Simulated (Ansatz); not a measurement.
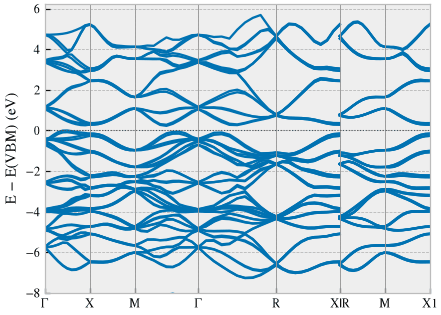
Figure. Band structure from DFT-r²SCAN with spin–orbit coupling in the program Ansatz with PAW potentials

The gap is 0.22 eV; an edge lies off the plotted path or next to a special point (maximum on the Γ–X line, 46 % of the way from Γ, minimum off the standard path).

The material is SiRu in space group P2_13 (No. 198; Ru on 4a, Si on 4a).

Symmetry was held in the r²SCAN relaxation. No spin polarisation was allowed.

Potentials: the later of the program's two PAW sets.
